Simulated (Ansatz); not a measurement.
# CH4AlClSe: rigid scan of one bond length, by script

How does the energy of CH4AlClSe change as one bond is stretched? Aim: a rigid scan of one bond length, for CH4AlClSe, run from a script. SMILES: [CH3][Al]([Cl])[SeH].

All numbers are computed with the Python package of Ansatz 0.2.0. Level of theory: PBE/def2-SVP.

**1. The system**

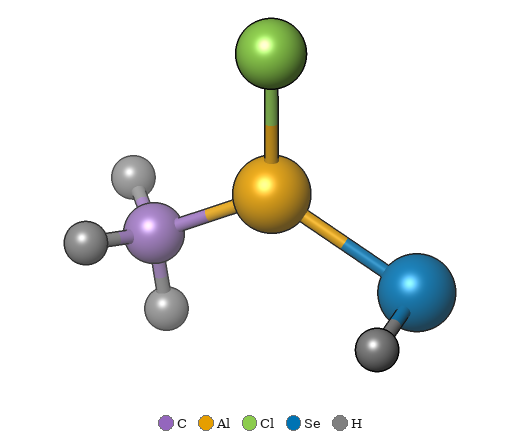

The starting structure, viewed from a chosen angle; carbon purple, aluminium amber, chlorine green, selenium blue, hydrogen grey.

No structure file is read: the coordinates are typed or built in the script.

**2. The code**

run_scan.py reads:

```python
import ansatz as az
import numpy as np

BASIS = "def2-SVP"
XC = "pbe"


def main() -> None:
    system = (
        az.Crystal.molecule()
        .atom("C", (-0.2094, 1.2365, -0.2613))
        .atom("Al", (0.5839, -0.506, -0.0236))
        .atom("Cl", (2.6542, -0.6441, 0.6395))
        .atom("Se", (-0.6052, -2.4886, -0.4474))
        .atom("H", (-1.3045, 1.1417, -0.6275))
        .atom("H", (-0.2446, 1.85, 0.6873))
        .atom("H", (0.3342, 1.8558, -1.0332))
        .atom("H", (-1.1164, -2.5023, 1.0102))
    )

    symbols = [site.symbol for site in system.cartesian_sites]
    start = np.array([site.position_ang for site in system.cartesian_sites])
    axis = (start[7] - start[3]) / np.linalg.norm(start[7] - start[3])
    moving = [7]
    lengths, energies = [1.359, 1.421, 1.483, 1.545, 1.606, 1.668, 1.73, 1.823], []
    for length in lengths:
        xyz = start.copy()
        xyz[moving] += (length - np.linalg.norm(start[7] - start[3])) * axis
        point = az.Crystal.molecule()
        for symbol, place in zip(symbols, xyz):
            point = point.atom(symbol, place.tolist())
        model = point.calculation()
        model = model.basis(gaussian=BASIS)
        model = model.functional(XC)
        model = model.scf(lower_state_search="standard")
        data = model.run().report
        energies.append(data["free_energy_ev"])
        print(f"r = {length:6.3f} A  E = {energies[-1]:.5f} eV  <S^2> = {abs(data['mean_field']['state']['spin_squared']):.3f}")

    fit = np.polynomial.Polynomial.fit(lengths, np.array(energies) - min(energies), 4).convert()
    roots = [r.real for r in fit.deriv().roots() if abs(r.imag) < 1e-9 and fit.deriv(2)(r.real) > 0]
    r_e = min(roots, key=lambda r: abs(r - lengths[int(np.argmin(energies))]))
    print(f"minimum of the fit at {r_e:.4f} A, force constant {fit.deriv(2)(r_e):.2f} eV/A^2")


if __name__ == "__main__":
    main()
```

**3. Running it**

Launch:

```console
$ python run_scan.py
```

The program printed:

```text
r =  1.359 A  E = -85539.24868 eV  <S^2> = 0.000
r =  1.421 A  E = -85539.40540 eV  <S^2> = 0.000
r =  1.483 A  E = -85539.45499 eV  <S^2> = 0.000
r =  1.545 A  E = -85539.42493 eV  <S^2> = 0.000
r =  1.606 A  E = -85539.33818 eV  <S^2> = 0.000
r =  1.668 A  E = -85539.20792 eV  <S^2> = 0.000
r =  1.730 A  E = -85539.04772 eV  <S^2> = 0.000
r =  1.823 A  E = -85538.77165 eV  <S^2> = 0.000
minimum of the fit at 1.4878 A, force constant 20.33 eV/A^2
```

Run time: 21 s. Hardware: 1 thread of Arm Neoverse V1, shared host; peak memory 0.21 GiB.

**4. The runs side by side**

One row for each of the 8 runs:

```
run  distance (Å)  energy from run 3 (eV)  SCF cycles  CPU time (s)
  1          1.36                  0.2063          18           2.6
  2          1.42                  0.0496          18           2.6
  3          1.48                  0.0000          16           2.4
  4          1.54                  0.0301          19           2.6
  5          1.61                  0.1168          16           2.4
  6          1.67                  0.2471          18           2.6
  7          1.73                  0.4073          18           2.6
  8          1.82                  0.6833          18           2.6
```

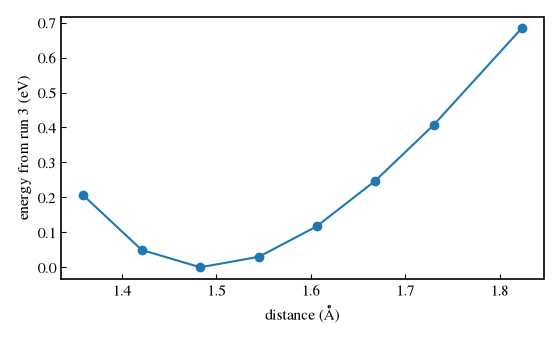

Energy against distance; lines join the points.

**5. What came out**

| quantity | value |
| --- | --- |
| bond length at the fit's minimum | 1.4878 Å |
| runs compared | 8 |
| range of energy | 0.683 eV |
| lowest point, distance (Å) | 1.48 |

What this shows: The lowest point, at 1.48, lies inside the range. The ends stand 0.206 and 0.683 eV above it. The distance scanned is the script's pair 3, 7. Caveats:
- The rest of the molecule is held rigid at a force-field or estimated start geometry, and the basis set is modest; single-reference methods fail as a bond breaks.
- The orbitals are restricted, so S² is zero by construction.
